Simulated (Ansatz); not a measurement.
# GeI$_{2}$: what the fields show

Input

```
crystal:
  periodic: [false, false, false]
  atoms:
    - {symbol: Ge, position_ang: [-0.783159, -0.604885, 0.420015]}
    - {symbol: I, position_ang: [-0.814317, 0.792559, -1.752673]}
    - {symbol: I, position_ang: [1.597476, -0.187674, 1.332658]}
basis:
  gaussian: {orbitals: def2-TZVP, initial_orbitals: start.molden}
hamiltonian: {xc: pbe0, dispersion: d4}
scf: {omitted_lower_state_checks: [starts]}
output: {orbitals: {seedname: orbitals}}
```

Launched as:

```sh
ansatz run in.yaml --threads 4 --pin off --events-out ev --progress --plain --max-ram 3916MiB
```

Geometry: B3LYP-D4/def2-TZVP; core potentials replace the inner electrons of I.

Method: RKS PBE0-D4/def2-TZVP in Ansatz 0.2.0.

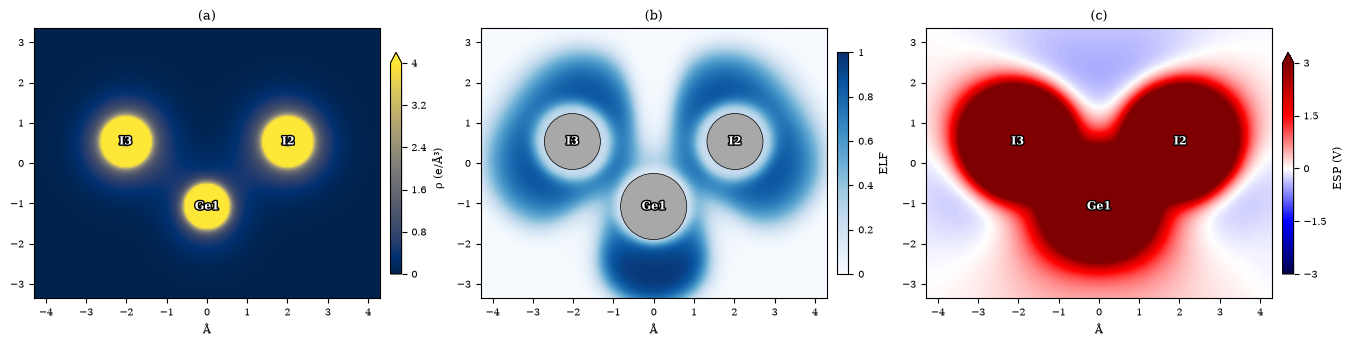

Figure 1. (a) electron density; (b) electron localisation function; (c) molecular electrostatic potential on the molecular plane. Grey discs cover the atomic cores in the ELF map.

> Interpret the plot.

- The section cuts through Ge and I sites.
- Ge–I (2.58 Å): the density is about 0.52 e/Å³ at the midpoint; the ELF peaks at about 0.70 in the valence shell of I, 1.2 Å from its nucleus, and is about 0.70 at the midpoint.
- The ELF also peaks beside I3 and I2, away from the bonds: lone-pair regions.
- Outside the dense part of the molecule the potential is most negative (−0.5 V) near I2 and I3.

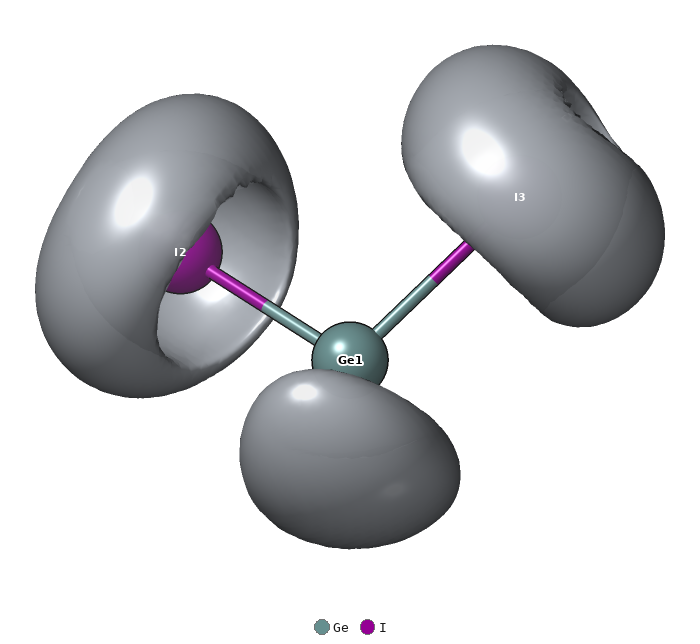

Figure 2. Isosurface of the ELF at 0.75 (grey), seen at a tilt. Only the valence region is drawn (cores and ρ < 0.01 e/Å³ removed).

> What do the ELF domains correspond to?

The ELF exceeds this value in two rings or bowls of non-bonding electrons around I and one lobe on Ge, pointing away from the bonds (lone pairs).

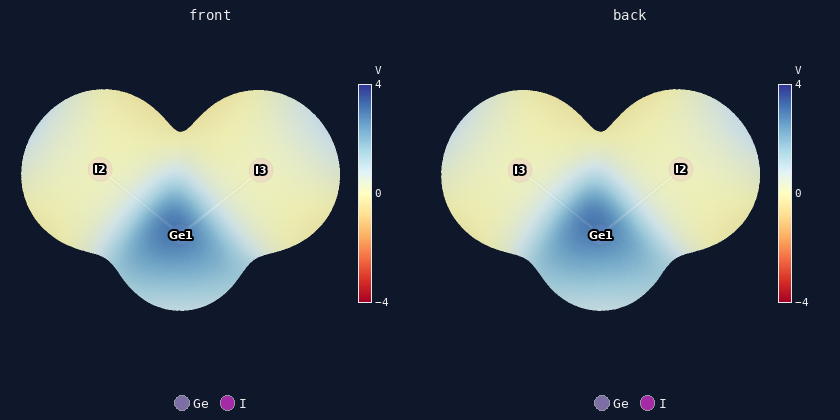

Figure 3. The molecular electrostatic potential painted on the density surface at 0.004 e/bohr³, seen from the front and from behind; red is negative and blue positive.

> Which sites attract a positive test charge, and which a negative one?

A positive charge is drawn to the negative regions and a negative charge to the positive ones. The most negative region (about −0.2 V) lies over I2 and I3, the most positive (about +3.0 V) over Ge1. I2 shows a σ-hole: about +0.9 V at the tip opposite its bond, against about 0.0 V on its flanks. I3 shows a σ-hole: about +0.9 V at the tip opposite its bond, against about 0.0 V on its flanks.
